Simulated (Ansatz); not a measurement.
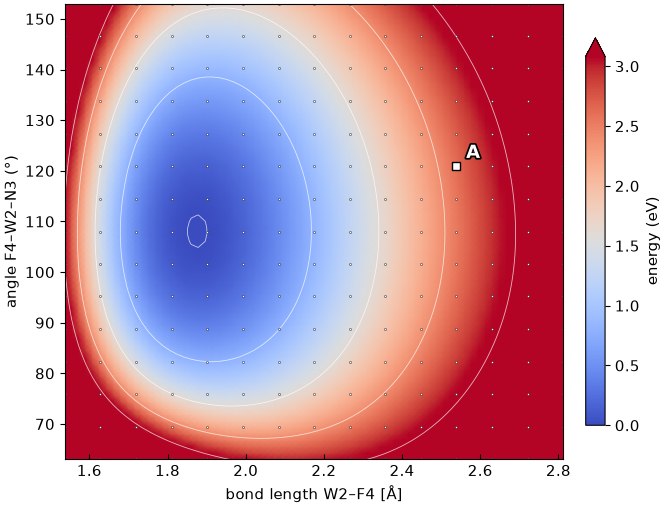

ClFH2N2W, SMILES [NH]=[W](=[NH])([F])[Cl]. First axis: bond length W2–F4. Second axis: angle F4–W2–N3. Nothing is relaxed (all other coordinates rigid). The scan uses a 15 × 15 grid. Points are written as (first, second). Energies are in eV, from the lowest grid point. The reference is spin-restricted, which grows unreliable where a bond is stretched far. All numbers below come from RKS PBE0-D4/def2-SVP (Ansatz).

The picture shows a smooth colour map with a few white contour lines, dots at the grid points, one colour for all values above the top of the scale, the point A. Between grid points the surface is interpolated.

### Is A at rest? If not, where is it pushed?

A, at (2.539 Å, 120.9°), is not a stationary point. The computed force is 4.5 eV for each Å towards smaller values of bond length W2–F4 and 0.012 eV for each degree towards smaller values of angle F4–W2–N3.
